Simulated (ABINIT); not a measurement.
# LiCl (Fm-3m): G0W0 with ABINIT, start to end, part 2 of 3

Aim: the G0W0 gap of LiCl (Fm-3m) on PBE, step by step.

ABINIT 10.8.3; PBE and many-body steps on it, plane waves. Known limits of the many-body steps: not at the basis limit.

So far. Step 2 (Ground state): The gap is direct, at Γ.

## 3. Bands along the symmetry lines

Level of this step: DFT, PBE, plane waves, norm-conserving pseudopotentials (ABINIT).

The cheap functional maps the bands first; the places of the edges decide which points the dearer methods must see.

The input, run.abi:

```
acell 3*1.0 Angstrom
rprim 
  0.000000000000 2.571500000000 2.571500000000
  2.571500000000 0.000000000000 2.571500000000
  2.571500000000 2.571500000000 -0.000000000000
ntypat 2
znucl 3 17
natom 2
typat 1 2
xred 
  0.000000000000 0.000000000000 0.000000000000
  0.500000000000 0.500000000000 0.500000000000
pp_dirpath "pseudos"
pseudos "Li.upf, Cl.upf"
ecut 33
iscf -2
irdden 1
kptopt 0
nkpt 50
kpt 
  0.00000000 0.00000000 0.00000000
  0.06250000 0.00000000 0.06250000
  0.12500000 0.00000000 0.12500000
  0.18750000 0.00000000 0.18750000
  0.25000000 0.00000000 0.25000000
  0.31250000 0.00000000 0.31250000
  0.37500000 0.00000000 0.37500000
  0.43750000 0.00000000 0.43750000
  0.50000000 0.00000000 0.50000000
  0.51562500 0.03125000 0.51562500
  0.53125000 0.06250000 0.53125000
  0.54687500 0.09375000 0.54687500
  0.56250000 0.12500000 0.56250000
  0.57812500 0.15625000 0.57812500
  0.59375000 0.18750000 0.59375000
  0.60937500 0.21875000 0.60937500
  0.62500000 0.25000000 0.62500000
  0.37500000 0.37500000 0.75000000
  0.32812500 0.32812500 0.65625000
  0.28125000 0.28125000 0.56250000
  0.23437500 0.23437500 0.46875000
  0.18750000 0.18750000 0.37500000
  0.14062500 0.14062500 0.28125000
  0.09375000 0.09375000 0.18750000
  0.04687500 0.04687500 0.09375000
  0.00000000 0.00000000 0.00000000
  0.06250000 0.06250000 0.06250000
  0.12500000 0.12500000 0.12500000
  0.18750000 0.18750000 0.18750000
  0.25000000 0.25000000 0.25000000
  0.31250000 0.31250000 0.31250000
  0.37500000 0.37500000 0.37500000
  0.43750000 0.43750000 0.43750000
  0.50000000 0.50000000 0.50000000
  0.50000000 0.46875000 0.53125000
  0.50000000 0.43750000 0.56250000
  0.50000000 0.40625000 0.59375000
  0.50000000 0.37500000 0.62500000
  0.50000000 0.34375000 0.65625000
  0.50000000 0.31250000 0.68750000
  0.50000000 0.28125000 0.71875000
  0.50000000 0.25000000 0.75000000
  0.50000000 0.21875000 0.71875000
  0.50000000 0.18750000 0.68750000
  0.50000000 0.15625000 0.65625000
  0.50000000 0.12500000 0.62500000
  0.50000000 0.09375000 0.59375000
  0.50000000 0.06250000 0.56250000
  0.50000000 0.03125000 0.53125000
  0.50000000 0.00000000 0.50000000
istwfk *1
nband 15
nbdbuf 5
tolwfr 1e-07
nstep 50
prtwf 0
prtvol 0
indata_prefix "in"
outdata_prefix "out"
tmpdata_prefix "tmp"
```

Run with:

```sh
> OMP_NUM_THREADS=1 mpirun -n 8 abinit run.abi > log
```

Numbers of over 12 decimals in the logs are rounded to 6 here.

Log:

```text
.Version 10.8.3 of ABINIT. v10.8.2 released Aug 2026.

 Symmetries : space group Fm -3 m (#225); Bravais cF (face-center cubic)
[... echo of the input left out ...]
== DATASET  1 ==================================================================
-   mpi_nproc: 8, omp_nthreads: 1 (-1 if OMP is not activated)

--- !DatasetInfo
iteration_state: {dtset: 1, }
dimensions: {natom: 2, nkpt: 50, mband: 15, nsppol: 1, nspinor: 1, nspden: 1, mpw: 2120, }
cutoff_energies: {ecut:  33.0, pawecutdg:  -1.0, }
electrons: {nelect:   1.00000000E+01, charge:   0.00000000E+00, occopt:   1.00000000E+00, tsmear:   1.00000000E-02, }

 Real(R)+Recip(G) space primitive vectors, cartesian coordinates (Bohr,Bohr^-1):
 R(1)=  0.0000000  4.8594307  4.8594307  G(1)= -0.1028927  0.1028927  0.1028927
 R(2)=  4.8594307  0.0000000  4.8594307  G(2)=  0.1028927 -0.1028927  0.1028927
 R(3)=  4.8594307  4.8594307  0.0000000  G(3)=  0.1028927  0.1028927 -0.1028927
 Unit cell volume ucvol=  2.2950185E+02 bohr^3
 Angles (23,13,12)=  6.00000000E+01  6.00000000E+01  6.00000000E+01 degrees

 getcut: wavevector=  0.0000  0.0000  0.0000  ngfft=  36  36  36
         ecut(hartree)=     33.000   => boxcut(ratio)=   2.02572

--- Pseudopotential description ------------------------------------------------
- Li Generated using ONCVPSP code by D. R. Hamann
-  3.00000   3.00000  171031                  znucl, zion, pspdat
12 -101130 1 -1 1944                          pspcod,pspxc,lmax,lloc,mmax
     nproj     2     2     0
  pspatm : epsatm=    2.74360059
         --- l  ekb(1:nproj) -->
             0   -4.951544   -1.544797
             1   -2.250661   -0.474685
 pspatm: atomic psp has been read  and splines computed

- Cl Generated using ONCVPSP code by D. R. Hamann
- 17.00000   7.00000  171031                  znucl, zion, pspdat
12 -101130 2 -1 1028                          pspcod,pspxc,lmax,lloc,mmax
     nproj     2     2     2
  pspatm : epsatm=    9.12776517
         --- l  ekb(1:nproj) -->
             0    8.139296    0.698720
[...]
pspatm: atomic psp has been read  and splines computed

--------------------------------------------------------------------------------

================================================================================
 prteigrs : about to open file out_EIG
 Non-SCF case, kpt    1 (  0.00000  0.00000  0.00000), residuals and eigenvalues=
  5.01E-08  5.71E-08  5.16E-08  6.50E-08  3.46E-08  1.46E-08  6.70E-08  1.26E-08
  6.49E-08  8.23E-08  3.27E-08  3.09E-08  1.17E-08  2.70E-08  5.79E-08
 -1.5911E+00 -4.8424E-01  7.0745E-03  7.0745E-03  7.0745E-03  2.3803E-01
  4.4044E-01  4.4044E-01  4.4044E-01  5.3331E-01  5.3331E-01  5.3967E-01
[...]
Non-SCF case, kpt    2 (  0.06250  0.00000  0.06250), residuals and eigenvalues=
  5.52E-08  8.23E-09  2.78E-08  6.70E-08  4.80E-08  3.78E-08  3.24E-08  8.66E-08
[...]
9.78E-08  1.64E-08  8.35E-08  3.72E-08  3.96E-08  2.92E-08  4.46E-08  2.31E-08
  9.96E-08  7.76E-08  1.21E-07  4.53E-08  2.15E-07  5.82E-08  9.14E-08
[...]
Non-SCF case, kpt   49 (  0.50000  0.03125  0.53125), residuals and eigenvalues=
[...]
Non-SCF case, kpt   50 (  0.50000  0.00000  0.50000), residuals and eigenvalues=
[...]
-1.5910E+00 -4.5496E-01 -9.7790E-02 -3.2782E-02 -3.2782E-02  2.9430E-01
  3.1055E-01  4.6171E-01  5.2386E-01  5.2386E-01  6.1356E-01  6.6566E-01
[...]
--- !ResultsGS
iteration_state: {dtset: 1, }
comment   : Summary of ground state results
lattice_vectors:
- [  0.0000000,   4.8594307,   4.8594307, ]
- [  4.8594307,   0.0000000,   4.8594307, ]
- [  4.8594307,   4.8594307,  -0.0000000, ]
lattice_lengths: [   6.87227,    6.87227,    6.87227, ]
lattice_angles: [ 60.000,  60.000,  60.000, ] # degrees, (23, 13, 12)
lattice_volume:   2.2950185E+02
convergence: {deltae:  0.000E+00, res2:  0.000E+00, residm:  9.955E-08, diffor:  0.000E+00, }
etotal    :  -2.37369020E+01
entropy   :   0.00000000E+00
fermie    :   7.07449410E-03
cartesian_stress_tensor: null
pressure_GPa: null
xred      :
- [  0.0000E+00,   0.0000E+00,   0.0000E+00, Li]
- [  5.0000E-01,   5.0000E-01,   5.0000E-01, Cl]
cartesian_forces: null
force_length_stats: {min: null, max: null, mean: null, }

 Integrated electronic density in atomic spheres:
 ------------------------------------------------
 Atom  Sphere_radius  Integrated_density
[...]
================================================================================

 ----iterations are completed or convergence reached----

 Mean square residual over all n,k,spin=   47.344E-09; max=  99.553E-09
 reduced coordinates (array xred) for    2 atoms
       0.000000000000      0.000000000000      0.000000000000
       0.500000000000      0.500000000000      0.500000000000

 cartesian coordinates (angstrom) at end:
    1      0.000000     0.000000     0.000000
    2      2.571500     2.571500     2.571500
 length scales=  1.889726125908  1.889726125908  1.889726125908 bohr
              =  1.000000000000  1.000000000000  1.000000000000 angstroms
 prteigrs : about to open file out_EIG
 Eigenvalues (hartree) for nkpt=  50  k points:
 kpt#   1, nband= 15, wtk=  1.00000, kpt=  0.0000  0.0000  0.0000 (reduced coord)
[...]
kpt#   2, nband= 15, wtk=  1.00000, kpt=  0.0625  0.0000  0.0625 (reduced coord)
[...]
kpt#   3, nband= 15, wtk=  1.00000, kpt=  0.1250  0.0000  0.1250 (reduced coord)
[...]
kpt#  49, nband= 15, wtk=  1.00000, kpt=  0.5000  0.0313  0.5313 (reduced coord)
  -1.59101   -0.45498   -0.09730   -0.03362   -0.03273    0.29540    0.31216    0.46020
   0.51564    0.52487    0.62132    0.66472    0.66571    0.77878    0.87324
 kpt#  50, nband= 15, wtk=  1.00000, kpt=  0.5000  0.0000  0.5000 (reduced coord)
  -1.59101   -0.45496   -0.09779   -0.03278   -0.03278    0.29430    0.31055    0.46171
   0.52386    0.52386    0.61356    0.66566    0.66566    0.77786    0.87625

== END DATASET(S) ==============================================================
================================================================================

 -outvars: echo values of variables after computation  --------
            nband          15
             nkpt          50
          spgroup         225
 [... the other variables as echoed above ...]

 Calculation completed.
```

Run time: 5.9 s. Hardware: 8 MPI ranks of Arm Neoverse N1, shared host; peak memory 0.47 GiB; 46 s of CPU time.

This step gave:

```yaml
gap: 6.282 eV
k_of_the_valence_top: 0.0469, 0.0469, 0.0938
k_of_the_conduction_bottom: 0, 0, 0
least_direct_gap: 6.285 eV
```

The gap is 6.282 eV, −0.002 eV from the run before at this level.

The electronic bands at the labelled points (eV, zero at the top of the highest filled band; v1 is the highest filled band, c1 the lowest empty one):

```
    point      v4     v3     v2     v1    c1     c2     c3     c4
        Γ  -13.37   0.00   0.00   0.00  6.28  11.79  11.79  11.79
        X  -12.57  -2.86  -1.09  -1.09  7.81   8.26  12.37  14.06
        U  -12.60  -2.45  -1.76  -0.82  8.04   9.86  11.37  11.65
jump to K  -12.60  -2.45  -1.76  -0.82  8.04   9.86  11.37  11.65
        Γ  -13.37   0.00   0.00   0.00  6.28  11.79  11.79  11.79
        L  -12.81  -2.78  -0.25  -0.25  6.74   9.43   9.43  12.89
        W  -12.58  -2.09  -2.09  -1.05  9.46  10.08  10.36  10.36
        X  -12.57  -2.86  -1.09  -1.09  7.81   8.26  12.37  14.06
```

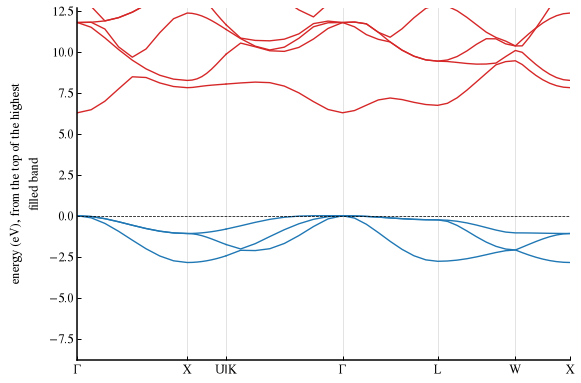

Electronic bands along the path; lines of filled and empty bands in two colours.

## 4. Empty states on the mesh, 6×6×6 mesh, 876 bands

The sums over transitions need many empty states on a uniform mesh; this step solves for them.

The input, run.abi:

```
acell 3*1.0 Angstrom
rprim 
  0.000000000000 2.571500000000 2.571500000000
  2.571500000000 0.000000000000 2.571500000000
  2.571500000000 2.571500000000 -0.000000000000
ntypat 2
znucl 3 17
natom 2
typat 1 2
xred 
  0.000000000000 0.000000000000 0.000000000000
  0.500000000000 0.500000000000 0.500000000000
pp_dirpath "pseudos"
pseudos "Li.upf, Cl.upf"
ecut 33
ngkpt 6 6 6
nshiftk 1
shiftk 0 0 0
kptopt 1
chksymbreak 0
irdden 1
istwfk *1
nband 876
prtvol 0
optdriver 6
gwr_task "HDIAGO"
paral_kgb 0
occopt 1
indata_prefix "in"
outdata_prefix "out"
tmpdata_prefix "tmp"
```

Log:

```text
[banner, memory and clock lines left out]
.Version 10.8.3 of ABINIT. v10.8.2 released Aug 2026.

 Symmetries : space group Fm -3 m (#225); Bravais cF (face-center cubic)
[... echo of the input left out ...]
== DATASET  1 ==================================================================
-   mpi_nproc: 8, omp_nthreads: 1 (-1 if OMP is not activated)

--- !DatasetInfo
iteration_state: {dtset: 1, }
dimensions: {natom: 2, nkpt: 16, mband: 876, nsppol: 1, nspinor: 1, nspden: 1, mpw: 2092, }
cutoff_energies: {ecut:  33.0, pawecutdg:  -1.0, }
electrons: {nelect:   1.00000000E+01, charge:   0.00000000E+00, occopt:   1.00000000E+00, tsmear:   1.00000000E-02, }

.Using double precision arithmetic; gwpc =  8

- Reading GS density from: in_DEN

--- Pseudopotential description ------------------------------------------------
- Li Generated using ONCVPSP code by D. R. Hamann
-  3.00000   3.00000  171031                  znucl, zion, pspdat
12 -101130 1 -1 1944                          pspcod,pspxc,lmax,lloc,mmax
     nproj     2     2     0
  pspatm : epsatm=    2.74360059
         --- l  ekb(1:nproj) -->
             0   -4.951544   -1.544797
             1   -2.250661   -0.474685
 pspatm: atomic psp has been read  and splines computed

- Cl Generated using ONCVPSP code by D. R. Hamann
- 17.00000   7.00000  171031                  znucl, zion, pspdat
12 -101130 2 -1 1028                          pspcod,pspxc,lmax,lloc,mmax
     nproj     2     2     2
  pspatm : epsatm=    9.12776517
         --- l  ekb(1:nproj) -->
             0    8.139296    0.698720
             1    3.821713    1.107519
             2   -2.938609   -0.805455
 pspatm: atomic psp has been read  and splines computed

   1.18713658E+02                                ecore*ucvol(ha*bohr**3)

 Total charge density [el/Bohr^3]
)     Maximum=    2.7819E+00  at reduced coord.    0.0000    0.0000    0.0000
)     Minimum=    3.4706E-03  at reduced coord.    0.2500    0.2500    0.2500
   Integrated=    1.0000E+01

 === KS gaps after direct diagonalization ===
 Direct band gap semiconductor
 Fundamental gap:     6.285 (eV)
   VBM:     0.193 (eV) at k: [ 0.0000E+00,  0.0000E+00,  0.0000E+00]
   CBM:     6.477 (eV) at k: [ 0.0000E+00,  0.0000E+00,  0.0000E+00]
 Direct gap:         6.285 (eV) at k: [ 0.0000E+00,  0.0000E+00,  0.0000E+00]

== END DATASET(S) ==============================================================

 -outvars: echo values of variables after computation  --------
           etotal      0.0000000000E+00
            nband         876
             nkpt          16
          spgroup         225
 [... the other variables as echoed above ...]

 Calculation completed.
```

The job ended after 34 s (8 MPI ranks; peak memory 2.5 GiB).

This step gave:

```
gap                                                           : 6.285 eV
k of the valence top                                          : 0, 0, 0
k of the conduction bottom                                    : 0, 0, 0
least direct gap                                              : 6.285 eV
k points computed                                             : 16
lowest point of the top converged band, above the valence top : 472.6882 eV
```

On this mesh the gap is 6.285 eV.

## 5. Screening, 6×6×6 mesh, 406 bands, screening to 359.2 eV

The RPA dielectric matrix is built and inverted for each q.

This step: RPA screening on PBE, plane waves, norm-conserving pseudopotentials.

run.abi: that of step 4 with these lines changed.

```diff
@@ -20,10 +20,11 @@
 chksymbreak 0
-irdden 1
 istwfk *1
-nband 876
-prtvol 0
-optdriver 6
-gwr_task "HDIAGO"
-paral_kgb 0
 occopt 1
+irdwfk 1
+optdriver 3
+nband 406
+ecuteps 13.2
+inclvkb 2
+awtr 1
+symchi 1
 indata_prefix "in"
```

Log:

```text
.Version 10.8.3 of ABINIT. v10.8.2 released Aug 2026.

 Symmetries : space group Fm -3 m (#225); Bravais cF (face-center cubic)
[... echo of the input left out ...]
== DATASET  1 ==================================================================
-   mpi_nproc: 8, omp_nthreads: 1 (-1 if OMP is not activated)

--- !DatasetInfo
iteration_state: {dtset: 1, }
dimensions: {natom: 2, nkpt: 16, mband: 406, nsppol: 1, nspinor: 1, nspden: 1, mpw: 2092, }
cutoff_energies: {ecut:  33.0, pawecutdg:  -1.0, }
electrons: {nelect:   1.00000000E+01, charge:   0.00000000E+00, occopt:   1.00000000E+00, tsmear:   1.00000000E-02, }

 SCREENING: Calculation of the susceptibility and dielectric matrices

 Based on a program developped by R.W. Godby, V. Olevano, G. Onida, and L. Reining.
 Incorporated in ABINIT by V. Olevano, G.-M. Rignanese, and M. Torrent.
.Using double precision arithmetic ; gwpc =  8

[... cell and pseudopotentials left out ...]
--------------------------------------------------------------------------------

 ==== K-mesh for the wavefunctions ====
 Number of points in the irreducible wedge :    16
[... list of points left out ...]
 Together with 48 symmetry operations and time-reversal symmetry
 yields   216 points in the full Brillouin Zone.

 ==== Q-mesh for the screening function ====
 Number of points in the irreducible wedge :    16
[... list of points left out ...]
 Together with 48 symmetry operations and time-reversal symmetry
 yields   216 points in the full Brillouin Zone.

 setmesh: FFT mesh size selected  =    30x   30x   30
          total number of points  =        27000

 vcoul_init : cutoff-mode = AUXILIARY_FUNCTION
 q-points for optical limit:   1
     1)      0.000010    0.000020    0.000030

- screening: taking advantage of time-reversal symmetry
- Maximum band index for partially occupied states nbvw = 5
- Remaining bands to be divided among processors   nbcw = 401
- Number of bands treated by each node ~50

 Number of electrons calculated from density =   10.0000; Expected =   10.0000
 average of density, n =  0.043573
 r_s =    1.7629
 omega_plasma =   20.1355 [eV]

 calculating chi0 at frequencies [eV] :
  1    0.000000E+00    0.000000E+00
  2    0.000000E+00    2.013550E+01

--------------------------------------------------------------------------------
  q-point number  1        q = ( 0.000000, 0.000000, 0.000000) [r.l.u.]
--------------------------------------------------------------------------------
[... chi0 elements left out ...]
 For q-point:  0.000010 0.000020 0.000030
  dielectric constant =   2.7539
  dielectric constant without local fields =   3.2522

  Average fulfillment of the sum rule on Im[epsilon] for q-point    1 :     94.50  [%]
[... wings left out ...]
  q-point number  2        q = ( 0.166667, 0.000000, 0.000000) [r.l.u.]
--------------------------------------------------------------------------------
[... chi0 elements left out ...]
  Average fulfillment of the sum rule on Im[epsilon] for q-point    2 :     95.32  [%]

 [... 14 further q-points ...]
```

The job ended after 22 min (8 MPI ranks; peak memory 5 GiB; 2.9 h of CPU time).

Numbers from this step:

* ε∞ with local fields, on this mesh, along the program's q direction: 2.754
* the same without local fields: 3.252
* plasma frequency: 20.14 eV
* plane waves in the screening matrix: 531

Local fields lower ε∞ by 15 %.

(Continued in part 3 of 3.)

[Paths, hosts, dates, memory and timing lines, banners, echoed tables and standing remarks are left out of the program output.]

[Logs are printed without paths, hosts, clocks, repeated set-up lines and the standing remarks that a program may print on its own settings, such as how far it seeks lower states.]

[Runs of the session that timed out or met a known fault of the program may be left out.]

[Hosts, paths, dates, database ids (printed as entryN), source tags and the programs' standing remarks are cut or masked in the printed files.]

[G0W0 gaps are taken among the corrected bands and points alone; a level outside them can change the order at an edge.]

[Where Ansatz stands beside ABINIT at settings called matched, ABINIT's density can come from a denser mesh and the files from another edition; pairs whose starting gaps differed by over 0.03 eV were left out, so agreement reads better than it is.]
